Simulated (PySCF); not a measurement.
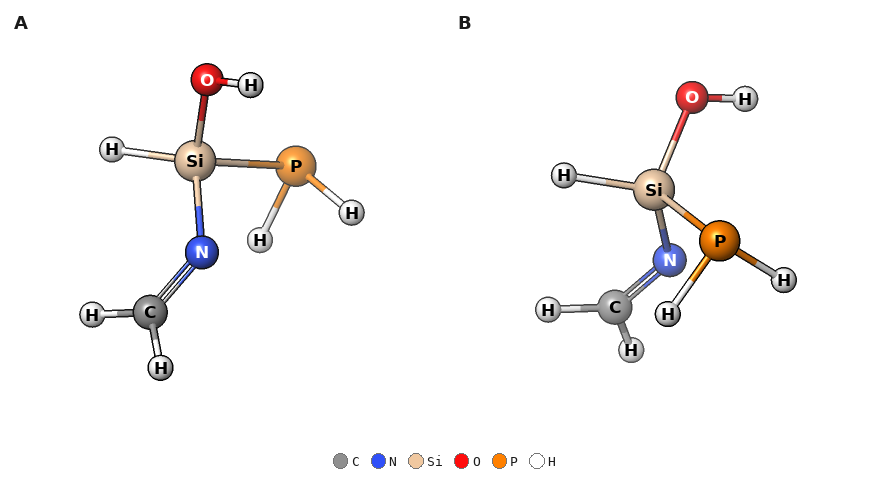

Atoms fade into the background with distance from the viewer. The computed structure is the end point of a PBE0-D3(BJ)/def2-SVP optimisation. No frequency run is at hand to confirm it as a minimum.

Can A be turned into B by a rotation alone?

Answer. No. They are enantiomers, mirror images that no rotation superimposes: A is C=N[Si@@H](O)P (S), B is C=N[Si@H](O)P (R). Their energies are equal.
